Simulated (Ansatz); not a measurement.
# Molecular dynamics, with input and output: C$_{4}$H$_{13}$NO$_{2}$Si (part 3 of 3)

Continued. System: C$_{4}$H$_{13}$NO$_{2}$Si. Method: RKS CAM-B3LYP-D4/STO-3G (Ansatz 0.2.0). It belongs to a series of runs on one base structure; here: dynamics from the start.

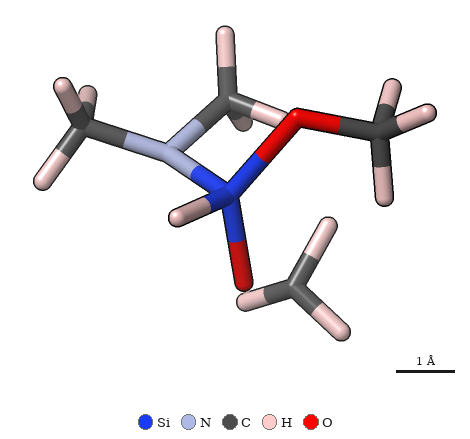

Fig. 1: The geometry at step 113 of the log (stick view, seen at a tilt).

Trajectory as extended XYZ, continued
```
21
Properties=species:S:1:pos:R:3:forces:R:3 step=23 time_fs=11.5 energy=-17592.68410 temperature=2774.6
Si    0.2228    0.0902    0.1118   -5.5775   1.0743   2.0476
N    -0.0429   -0.2252    1.9363   -3.0636   0.7624  -3.6521
C    -1.4254    0.1819    2.4989   -0.8477   2.1192  -0.0867
H    -2.2552   -0.2693    1.8486    1.4652   0.8274   0.2503
H    -1.6358   -0.3603    3.4758    0.8027   1.1695  -0.5303
H    -1.6985    1.4421    2.5751    1.2399  -4.4675  -0.0057
C     1.2017    0.0024    2.6289    0.1367  -6.3371  -2.5409
H     1.0430   -0.2160    3.6783    1.0347  -1.6579   0.7270
H     1.9903   -0.4682    1.8018   -1.6040   0.1610   4.0499
H     1.5312    0.9110    2.6444    2.2355   8.1434   0.0816
H     1.5222   -0.1437   -0.3353    1.8134   1.3258  -0.1160
O    -0.8765    1.5248   -0.4506   -1.5170  -0.7502   0.0781
C    -2.4170    1.1631   -0.8587    4.1637   0.0858   4.0339
H    -3.1679    1.0797   -0.0748    0.3304   0.5054   1.9061
H    -2.8934    1.9348   -1.4279    0.5735   0.3551  -2.2488
H    -2.3029    0.1361   -1.0556   -0.3966  -1.8601  -2.7883
O    -0.2793   -1.2667   -0.6737   -3.9731  -3.0573  -0.1412
C    -1.4125   -2.2440   -0.1370    5.2835   1.8859   1.1676
H    -1.0440   -2.5798    0.8928   -0.8509   0.4638  -1.1128
H    -2.4758   -2.0023   -0.0843   -0.2970   0.6712  -0.4638
H    -1.1406   -3.0237   -0.8240   -0.9518  -1.4201  -0.6554
21
Properties=species:S:1:pos:R:3:forces:R:3 step=45 time_fs=22.5 energy=-17590.66731 temperature=2727.3
Si    0.3095    0.0982    0.2488   -5.7437   0.1195  -4.1935
N     0.0030   -0.3234    1.8953   -0.9457   1.9410   2.9335
C    -1.4336    0.1402    2.5032    1.3019   3.7317  -4.2573
H    -2.1022   -0.3607    1.8763   -1.5103  -2.1757  -1.3559
H    -1.6134   -0.1585    3.4630    0.1360  -1.4590   3.7641
H    -2.0210    1.2084    2.4056    3.3462  -1.8762   0.2998
C     1.2196   -0.0818    2.7917   -0.1299 -20.9852  -0.3130
H     1.2034   -0.9050    3.7637   -1.3036   4.0390  -2.1516
H     2.2153   -0.8102    2.4781   -3.0621   3.7262  -0.7167
H     1.3626    0.7937    2.9567    2.9822  13.4612   3.2616
H     1.6428    0.2861   -0.2745    0.1050  -0.0294   0.4642
O    -0.9456    1.6431   -0.5536    3.1588  -4.9044   1.5819
C    -2.2857    1.0713   -0.8526   -0.1908   7.3605  -0.0477
H    -2.8975    1.2852    0.1023    0.0301  -0.1580  -1.7934
H    -2.5492    1.8120   -1.8048   -0.2679  -1.9809   3.1140
H    -2.5764    0.1437   -1.2017    0.4150  -3.7234  -0.9368
O    -0.2797   -1.4028   -0.5705    3.1649   3.2294  -1.4041
C    -1.2315   -2.2803   -0.1413   -5.2944  -1.3771   3.1408
H    -1.1289   -2.7349    0.8836    0.2424   1.3083   0.3995
H    -2.3876   -1.9193   -0.1784    2.7591  -0.3883   0.1089
H    -1.3090   -3.2632   -0.6254    0.8067   0.1409  -1.8983
21
Properties=species:S:1:pos:R:3:forces:R:3 step=68 time_fs=34.0 energy=-17591.76225 temperature=3562.3
Si    0.1508    0.0292    0.2330   -2.0597   0.7694  -1.3512
N     0.1481   -0.3184    1.9334   -3.7239   0.0903   1.9930
C    -1.3447    0.0173    2.5570    3.6268   4.5161  -1.3391
H    -2.1652   -0.3591    1.9655   -0.3273  -0.4165  -1.0548
H    -1.6580   -0.1758    3.6278    1.5162   0.0072  -0.8597
H    -1.1802    1.2056    2.3291   -2.1378  -3.0469   1.5110
C     1.1621   -0.1661    3.0036    0.8376  -3.2902  -3.6220
H     0.5298   -0.6820    3.8399    3.2826  -0.7169  -0.7989
H     2.2964   -0.2404    2.3553   -3.7412  -1.5479   3.2871
H     1.3114    0.7470    3.4146    0.0444   5.0939   1.4840
H     1.3906    0.5535   -0.2877    0.2245  -0.4371   0.2215
O    -0.9196    1.4413   -0.4440   -1.0375  -1.6208   0.7876
C    -2.3307    1.0656   -0.9340   -0.8414   3.3509  -2.0132
H    -3.3341    1.3673   -0.3842    2.7058  -1.3176   0.5422
H    -2.6968    1.6912   -1.9595    2.4719  -2.0378   2.6088
H    -2.2096    0.0183   -1.1759   -1.2879  -0.9918  -0.3974
O    -0.0774   -1.5599   -0.3976    0.3877  -0.6119   0.1033
C    -1.1933   -2.5540    0.0400    0.4121   6.8880  -2.3962
H    -1.1507   -3.0383    1.0293    0.2110  -0.3956  -0.4142
H    -2.0239   -1.7999   -0.1117   -0.4901  -1.5535   1.5968
H    -1.2317   -2.9814   -0.9508   -0.0738  -2.7312   0.1115
21
Properties=species:S:1:pos:R:3:forces:R:3 step=91 time_fs=45.5 energy=-17590.89036 temperature=2645.3
Si    0.0358   -0.0067    0.1690    2.4046  -1.2574   1.8928
N     0.1868   -0.2976    2.0272    1.7756   0.0661  -1.3689
C    -1.1350    0.0150    2.3931   -1.1465   3.4412   6.4622
H    -1.7921   -0.0537    1.5864   -2.2212  -1.5715  -1.6589
H    -1.3027   -0.5959    3.3606   -1.3121   1.1396  -1.6756
H    -1.3122    1.1843    2.6339    0.4750  -2.5315   0.1859
C     1.1857   -0.0279    3.1787    3.7148  -8.9404  -2.6507
H     1.4037   -0.5817    4.2580   -2.6640   0.8779  -3.2617
H     2.1922   -0.3719    2.6842   -1.7754   0.5681   0.7400
H     1.4174    0.8980    3.3540    0.6035   7.8090   1.4263
H     1.3099    0.3793   -0.3399    0.4501  -0.0002  -0.2573
O    -0.9140    1.3965   -0.2810   -4.1163  -2.3110  -1.0488
C    -2.4193    1.0847   -1.0239    7.0706  -4.0368   0.0023
H    -3.2449    1.0579   -0.3379   -1.1495   2.1981   0.5145
H    -2.0739    1.6152   -1.9368   -2.2739   1.0469   0.4065
H    -2.5000   -0.0217   -1.3930    0.8687   1.6913   0.6204
O    -0.0323   -1.7172   -0.2510    2.7968   6.6198  -2.6048
C    -1.1280   -2.4096    0.0857   -4.9324  -5.7316   3.2437
H    -0.8306   -2.9762    0.9114    1.7178  -1.8622   3.1649
H    -2.1357   -2.2957    0.6274    0.4653   2.4886  -2.2148
H    -1.2417   -3.3103   -0.5183   -0.7513   0.2961  -1.9181
21
Properties=species:S:1:pos:R:3:forces:R:3 step=113 time_fs=56.5 energy=-17592.51190 temperature=2257.2
Si    0.0520   -0.0798    0.1840    0.3710   2.9470   2.2144
N     0.2132   -0.3088    2.0421   -1.8371   2.0295  -1.0288
C    -1.2575    0.0198    2.4913    0.0426  -4.6071   3.4758
H    -1.8315   -0.0884    1.6254   -1.3595   1.5356  -2.4788
H    -1.8200   -0.9790    2.9586    2.4207   2.7241   0.0903
H    -1.5775    0.8833    3.1415    0.8572  -0.4195  -0.8771
C     1.3441    0.0757    3.0502   -4.0803  -6.6835   1.3652
H     0.6599   -0.1606    4.0664    3.3302   0.7610  -2.6849
H     2.2505   -0.6837    2.8875   -2.3142   1.7968   0.6955
H     1.7141    1.0380    3.0938    0.9785   3.5389  -0.2011
H     1.3645    0.2250   -0.2970    0.2032   0.5599  -0.3620
O    -1.1011    1.4283   -0.2194    3.4872  -1.4612   0.0650
C    -2.3239    1.0965   -0.9511   -0.8486  -1.0844   0.2956
H    -3.0490    1.2891   -0.1473   -1.1667  -2.0624   0.4541
H    -2.8806    1.7830   -1.6731    2.5489  -0.1495  -0.4767
H    -2.1615    0.0501   -1.3997   -1.6930   1.3910   0.5905
O     0.0402   -1.6756   -0.2904   -3.7974  -2.9041  -0.3323
C    -1.2378   -2.5804    0.1953    0.8352   5.8560  -3.2993
H    -0.6947   -3.1751    0.9460   -1.2718  -0.6330   0.3282
H    -2.1079   -1.7696    0.4992    2.4478  -3.1274  -0.0103
H    -1.6149   -3.0532   -0.7985    0.8459  -0.0077   2.1765
21
Properties=species:S:1:pos:R:3:forces:R:3 step=136 time_fs=68.0 energy=-17593.39366 temperature=2458.4
Si    0.0647   -0.0231    0.2289    2.0558  -1.5616   0.7844
N     0.0054   -0.2101    2.0005    4.6366  -0.7523   1.3183
C    -1.2777   -0.1101    2.6358    2.3756  -1.9577   6.3001
H    -1.8289    0.2756    1.9161   -4.7912   2.1847  -3.9843
H    -1.7925   -1.0415    3.1710    1.4321   1.9094  -1.3615
H    -1.0636    0.6960    3.3641   -1.5082  -0.3181   0.6355
C     1.3174    0.0471    3.0349    0.8116   0.9776  -3.2177
H     1.2344    0.2686    4.1952   -1.0325  -0.3281  -2.8810
H     2.1134   -0.7833    2.9608   -1.6654   0.7035  -0.0622
H     1.8594    0.9509    2.4756   -1.2033  -1.7832   1.9448
H     1.5025    0.0203   -0.0931   -0.8170   1.0061  -0.0313
O    -0.9329    1.4225   -0.2491    0.3238  -4.2360   0.1077
C    -2.2420    0.9328   -0.8448    1.4328  -0.1443  -1.7857
H    -3.0225    0.8595   -0.0966   -0.7128   0.5638   0.6068
H    -2.3220    1.7529   -1.5626   -1.5782   0.4482  -0.1236
H    -2.4102   -0.0044   -1.5119    1.5060   1.0250   1.3963
O    -0.0451   -1.7440   -0.3466    2.1906   5.5449  -1.8265
C    -1.1495   -2.3530    0.1066   -6.8063  -5.1712   7.1362
H    -0.8673   -3.0093    1.0578    0.2293   0.0187  -2.2728
H    -2.0093   -1.8748    0.8301    1.7967   0.4610  -3.0948
H    -1.7458   -3.0775   -0.5769    1.3242   1.4095   0.4112
21
Properties=species:S:1:pos:R:3:forces:R:3 step=159 time_fs=79.5 energy=-17593.13920 temperature=2415.5
Si    0.1303    0.0524    0.2560    2.2775  -3.4699   2.9980
N     0.0638    0.0452    2.0037   -2.1305  -0.1450   3.9414
C    -1.1760   -0.1146    2.9263    2.8015  -0.2617  -4.0670
H    -1.8988    0.4382    2.4697   -3.8221   1.3603  -1.4684
H    -1.3516   -1.1151    3.0981   -1.4968  -3.4288  -0.1905
H    -1.0364    0.2349    3.8864    0.6100   1.8251   2.4907
C     1.0311    0.2127    3.0778   10.2209  -2.1126  -5.0606
H     0.6316    0.4805    3.9902   -0.9746   1.0144   2.6787
H     1.7952   -0.8925    3.2937   -2.9116   4.0261  -0.6162
H     1.8770    1.0540    2.7211   -2.3886  -2.5362   1.4775
H     1.4232    0.4743   -0.0859    1.2601  -0.2037  -0.1400
O    -0.7341    1.2868   -0.2461   -3.6648   2.7052  -2.2479
C    -1.9917    0.8507   -0.8723   -0.7017  -1.3498   2.8564
H    -2.8587    0.8638   -0.1208    1.2010  -0.5946  -0.2125
H    -2.4257    1.5727   -1.5600    0.8466   0.0811  -1.6075
H    -1.7994   -0.2433   -1.1652   -1.1536   1.6317  -0.8853
O    -0.1068   -1.5311   -0.4160   -2.3763  -0.6898   0.2251
C    -1.2409   -2.4059    0.2573    2.5466   4.6784   2.0395
H    -0.5052   -2.9775    1.0939   -3.7459   1.6406  -1.8080
H    -2.2056   -1.6172    0.4764    3.2937  -2.9516   0.7815
H    -1.7085   -3.0838   -0.4326    0.3086  -1.2192  -1.1849
21
Properties=species:S:1:pos:R:3:forces:R:3 step=181 time_fs=90.5 energy=-17593.02540 temperature=3355.2
Si    0.1945    0.1344    0.3988   -2.6632   0.0750   1.1227
N     0.0005    0.1693    2.1699   -1.6870  -2.1495   0.9692
C    -1.2083   -0.1727    3.1589    1.5879   7.9128  -5.0116
H    -2.1309    0.0670    2.6959   -1.5577  -0.1310  -1.7409
H    -1.2313   -1.1089    3.3949    0.1911  -7.5455   2.4416
H    -1.3167    0.5176    3.9861    1.3602   0.1178   1.0417
C     1.1634    0.2549    3.0302    5.6703   5.4302   3.1407
H     0.8088    1.0529    3.7088   -0.7369  -1.6308   2.3909
H     1.9898   -0.4974    3.6978   -3.8204   1.5697  -2.9597
H     1.8795    1.1931    2.7624   -0.4470  -3.3086  -1.7079
H     1.5230    0.4958    0.1590    1.1986   0.0010  -0.1939
O    -0.7509    1.3844   -0.3853    1.6809   0.0064   0.4173
C    -1.9522    0.7871   -0.8735    2.0086  -2.3513  -0.8559
H    -2.4788    0.4104   -0.0674   -2.0944  -1.6508   2.4942
H    -2.6414    1.3633   -1.3732   -1.6555   3.3285  -1.6597
H    -1.7932   -0.0477   -1.5821    0.2901  -0.2465   0.1889
O    -0.3031   -1.3193   -0.3293    3.2056   0.4525  -1.1949
C    -1.1115   -2.2732    0.3015   -1.8083   2.9709   7.1026
H    -0.9511   -2.8222    1.3441    2.0019   0.1137  -2.6459
H    -1.8584   -1.6090    0.8477   -1.3136  -1.0723  -1.6440
H    -1.4813   -2.9230   -0.4241   -1.4111  -1.8921  -1.6955
21
Properties=species:S:1:pos:R:3:forces:R:3 step=204 time_fs=102.0 energy=-17592.07884 temperature=2206.8
Si    0.2386    0.2416    0.5122   -2.5885   1.2282   2.6644
N    -0.1045    0.0330    2.3177    6.7422   2.8705  -2.7616
C    -1.1554   -0.2808    3.1986   -1.0308   6.4427   1.1267
H    -1.9493   -0.7583    2.7249   -3.2690   0.9715  -2.9439
H    -1.1590   -1.0843    3.8140    2.8606  -3.3892   4.4018
H    -1.3843    0.7270    3.8257   -0.6573  -3.0475  -1.2460
C     1.4364    0.4167    3.0884   -3.7620  -1.7828  -1.6504
H     1.4781    0.8556    4.1369   -0.3393   0.2455  -1.8130
H     1.4584   -0.6386    3.1658    1.8959  -1.8157   1.2911
H     2.2005    0.6619    2.2843   -1.1051   0.6824   1.7172
H     1.6978    0.3032    0.6416   -0.6985   0.2887  -1.2198
O    -0.7323    1.5319   -0.5005    0.6374  -4.7924   1.9288
C    -1.9015    0.6296   -1.0383    0.2951   5.2023   5.7949
H    -2.5195    0.0179   -0.3666    0.6167  -0.1546   0.5710
H    -2.5122    1.4683   -1.2540   -1.6483   0.8570  -1.6066
H    -1.5896    0.0912   -1.8064    1.5870  -3.1843  -5.0056
O    -0.3239   -1.1714   -0.1242    2.7626   3.0846  -2.2360
C    -1.1005   -2.1220    0.4234   -0.5465  -4.0704   0.6644
H    -0.4990   -2.9322    0.9813   -1.0987   1.3506   0.4160
H    -2.0838   -1.8677    0.8601    0.2909   0.3566   0.9918
H    -1.3906   -2.6713   -0.4555   -0.9444  -1.3439  -1.0850
```

This output came from the following input.

Input file
```yaml
crystal:
  periodic: [false, false, false]
  atoms:
    - { symbol: Si, position_ang: [0.017664, 0.078703, 0.052791] }
    - { symbol: "N", position_ang: [-0.019314, -0.217853, 1.770732] }
    - { symbol: C, position_ang: [-1.263407, 0.024753, 2.542978] }
    - { symbol: H, position_ang: [-2.138658, -0.320655, 1.972944] }
    - { symbol: H, position_ang: [-1.233726, -0.538284, 3.491142] }
    - { symbol: H, position_ang: [-1.420229, 1.092257, 2.795231] }
    - { symbol: C, position_ang: [1.185891, 0.094126, 2.578263] }
    - { symbol: H, position_ang: [1.198722, -0.523842, 3.492411] }
    - { symbol: H, position_ang: [2.093988, -0.131953, 1.999823] }
    - { symbol: H, position_ang: [1.236417, 1.154986, 2.894751] }
    - { symbol: H, position_ang: [1.378864, 0.35963, -0.318801] }
    - { symbol: O, position_ang: [-0.88855, 1.43238, -0.433697] }
    - { symbol: C, position_ang: [-2.277686, 1.131687, -0.728305] }
    - { symbol: H, position_ang: [-2.891623, 0.974263, 0.183207] }
    - { symbol: H, position_ang: [-2.702944, 1.999539, -1.264176] }
    - { symbol: H, position_ang: [-2.402269, 0.239645, -1.375271] }
    - { symbol: O, position_ang: [-0.51708, -1.279317, -0.818619] }
    - { symbol: C, position_ang: [-1.322788, -2.20723, -0.04939] }
    - { symbol: H, position_ang: [-0.92293, -2.391409, 0.967498] }
    - { symbol: H, position_ang: [-2.375389, -1.871752, 0.061726] }
    - { symbol: H, position_ang: [-1.339551, -3.168976, -0.59354] }
basis:
  gaussian: { orbitals: STO-3G }
hamiltonian:
  xc: cam_b3lyp
  dispersion: d4
md:
  timestep: 0.5
  n_steps: 204
  ensemble: nvt_langevin
  temperature: 3000.0
  initial_velocities: maxwell_boltzmann
  seed: 649495
  friction: 0.05
```

Run as:
```bash
ansatz run input.yaml --threads 1 --pin off --max-ram 2048MiB --backend cpu --events-out ev --progress --plain --runs-dir out
```

Results in brief

| quantity | value |
| --- | --- |
| outcome | finished |
| mean temperature over the second half | 2598 K |
| trajectory | 204 steps, 102 fs |
| ensemble | nvt_langevin |
| temperature in the input | 3000.0 K |
| time step | 0.5 fs |
| potential energy (last step) | −17592.0790 eV |
| mean-field energy (last step) | −17591.6326 eV |
| largest force (length of the vector) (last step) | 7.831 eV/Å |
| hardware | 1 thread of Intel Xeon (Sapphire Rapids), 32 GiB of memory available, shared host |
| wall time | 20 min |
| peak memory | 0.21 GiB |

Notes

So short a trajectory is not equilibrated. The logged temperature at the start can lie below the typed one, since it is counted over all degrees of freedom.
